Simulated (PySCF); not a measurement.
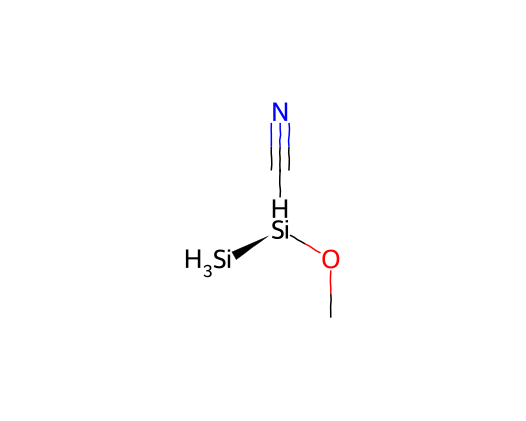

Computed geometry: GFN2-xTB optimisation. No frequency run is at hand to confirm it as a minimum. Properties computed with B3LYP/def2-SVPD, gas phase (PySCF 2.14.0). Excitations: vertical, linear response.

Predict the main results.

The species is C₂H₇NOSi₂ (`CO[Si@@H]([SiH3])C#N`).
- dipole moment: 3.46 D
- HOMO energy (Kohn–Sham orbital): −8.49 eV
- LUMO energy (Kohn–Sham orbital): −1.40 eV
- HOMO–LUMO gap: 7.09 eV
- mean static polarisability: 86.3 bohr³
- lowest vertical singlet excitation: 6.04 eV
- its oscillator strength: 0.017
- brightest of the 8 lowest singlets: 7.35 eV
- its oscillator strength: 0.08

The geometry is semi-empirical. Around Si such bond lengths and angles can be off by a tenth of an ångström or more and by several degrees, and values that hang on the shape move with them.
